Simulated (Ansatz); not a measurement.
The compound is TlZnBr3 (space group Pm-3m, No. 221), taken as coordinates from a relaxation with DFT, PBEsol, plane waves, PAW in Ansatz; the starting structure was generated, so it need not be a known form of this composition.

```
Tl Zn Br
1.0
     5.13397    0.00000    0.00000
     0.00000    5.13397    0.00000
     0.00000    0.00000    5.13397
Tl Zn Br
1 1 3
Direct
  0.00000 0.00000 0.00000
  0.50000 0.50000 0.50000
  0.50000 0.50000 0.00000
  0.50000 0.00000 0.50000
  0.00000 0.50000 0.50000
```

Describe how the polyhedra about Tl are linked (bonds: Br–Tl below 4.1 Å).

Tl: TlBr12 cuboctahedron, sharing corners with twelve neighbours and faces with six neighbours.

They form a three-dimensional framework of corner- and face-sharing cuboctahedra.

Centre to centre across a shared corner: 7.26 Å; across a shared face: 5.13 Å.

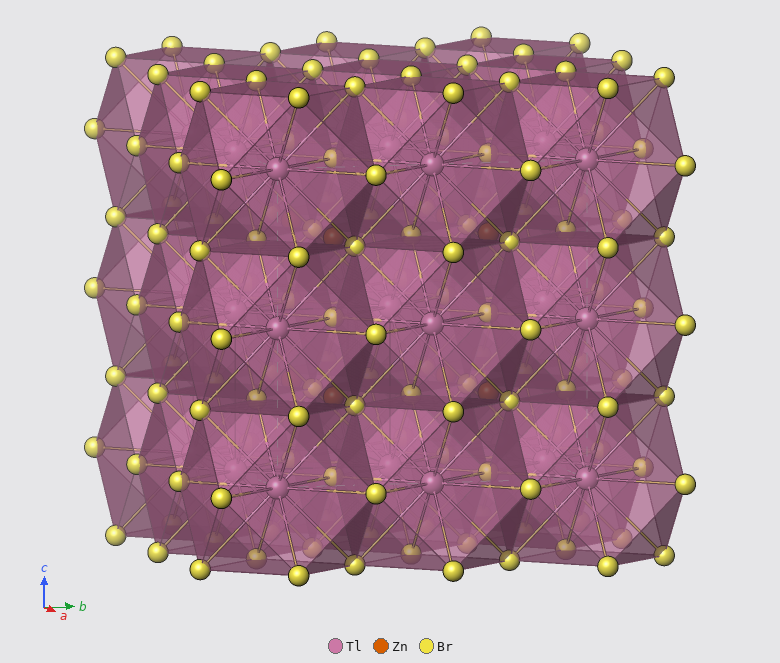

Polyhedra are drawn about Tl (bonds: Br–Tl below 4.1 Å); other atoms are plain spheres.
